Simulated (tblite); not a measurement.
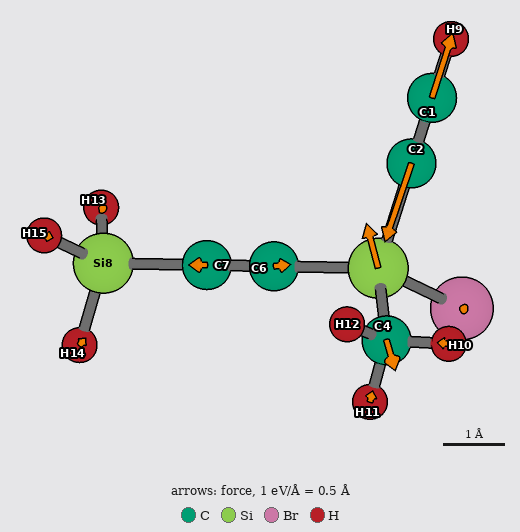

Starting geometry of C5H7BrSi2 with the computed forces as orange arrows. The picture is a ball-and-stick view, seen at a tilt.

Theory: GFN2-xTB geometry optimisation, gas phase (tblite 0.8.0). 

Question: Is this structure relaxed? If not, where do the atoms go?

Answer: It isn't relaxed: the largest force vector, on a C atom, is 2.92 eV/Å. The final displacements have little in common with the starting forces (cosine between the two patterns 0.24). After 47 geometry steps the energy has fallen by 11.5 kJ/mol. The atom that moves furthest after the best rigid fit is an H atom (0.11 Å). By element the largest moves are H 0.11 Å, Br 0.09 Å, C 0.06 Å, Si 0.05 Å. Near-neighbour distances that change, for instance: C–Si 1.901 → 1.848 Å, C–Si 1.851 → 1.891 Å, Br–Si 2.231 → 2.263 Å, C–Si 1.870 → 1.846 Å. Among the angles between lasting bonds that change: H–Si–H 108.4° → 111.0°, C–Si–H 109.6° → 107.1°, C–Si–H 110.3° → 107.8°.
